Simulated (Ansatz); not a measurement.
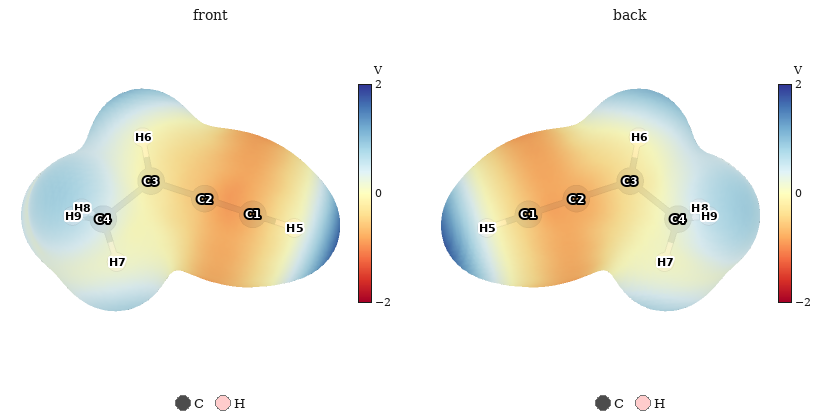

*C4H5 (SMILES [CH]=C=CC) (doublet). The molecular electrostatic potential painted on the density surface at 0.002 e/bohr³, seen from the front and from behind; red is negative and blue positive.*

Geometry: B3LYP/6-31G*.

Computed with Ansatz 0.2.0, isolated molecule in a Gaussian basis; Kohn-Sham density functional theory, functional PBE0.

Input file:

```
crystal:
  periodic: [false, false, false]
  atoms:
    - {symbol: C, position_ang: [-2.880660, 1.123432, 0.318408]}
    - {symbol: C, position_ang: [-1.716195, 0.860515, 0.606705]}
    - {symbol: C, position_ang: [-0.412218, 0.566586, 0.926521]}
    - {symbol: C, position_ang: [0.699512, 0.493907, -0.079075]}
    - {symbol: H, position_ang: [-3.890993, 1.351453, 0.067847]}
    - {symbol: H, position_ang: [-0.167955, 0.374978, 1.970146]}
    - {symbol: H, position_ang: [0.338918, 0.701378, -1.090147]}
    - {symbol: H, position_ang: [1.495257, 1.215197, 0.157541]}
    - {symbol: H, position_ang: [1.169811, -0.500182, -0.078203]}
basis:
  gaussian:
    orbitals: def2-TZVPD
output:
  forces: true
  orbitals: {seedname: orbitals}
magnetization:
  spin_polarized: true
  initial_magnetization: 1
hamiltonian:
  xc: {name: PBE0}
```

Run with:

```sh
ansatz run input.yaml --threads 1 --pin off --max-ram 2610MiB --events-out events.jsonl --progress --plain --runs-dir runs
```

Which sites attract a positive test charge, and which a negative one?

Answer. A positive charge is drawn to the negative regions and a negative charge to the positive ones. The most negative region (about −0.9 V) lies over C1 and C2, the most positive (about +1.7 V) over H5.

How polar is the molecule by this calculation?

Answer. Its dipole moment is 0.67 D.
